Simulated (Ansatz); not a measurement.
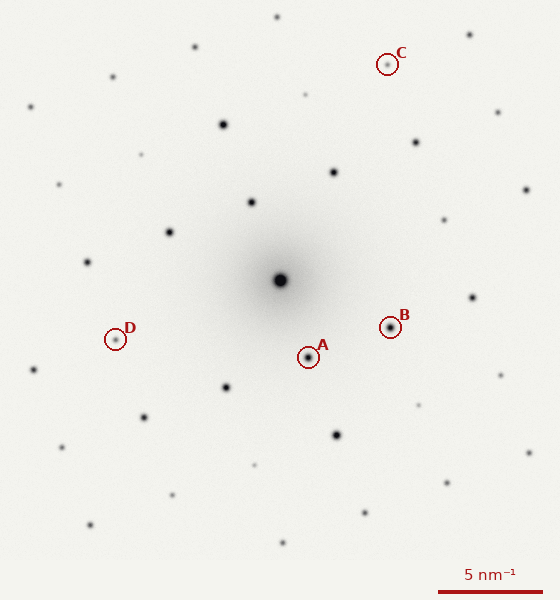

Computed electron diffraction pattern, 120 kV, single scattering only, B = 0.3 Å². The zone axis points towards the electron source and the pattern is seen from the source side.

Crystal: Cu2P, space group Pmmm (No. 47), a = 2.510 Å, b = 2.549 Å, c = 6.495 Å. Structure: the end point of a relaxation with Ansatz, DFT PBE, scalar-relativistic, plane waves, PAW; the starting structure was generated, so it need not be a known form of this composition.

Spot A is indexed -1 0 0 and spot B -1 -1 1.

Index the other marked spots.

C = −4A + 2B = 2 -2 2 (d = 0.862 Å). D = 2A − 2B = 0 2 -2 (d = 1.186 Å).

Give [uvw].

The cross product of A and B is parallel to [011]; every spot obeys hu + kv + lw = 0.
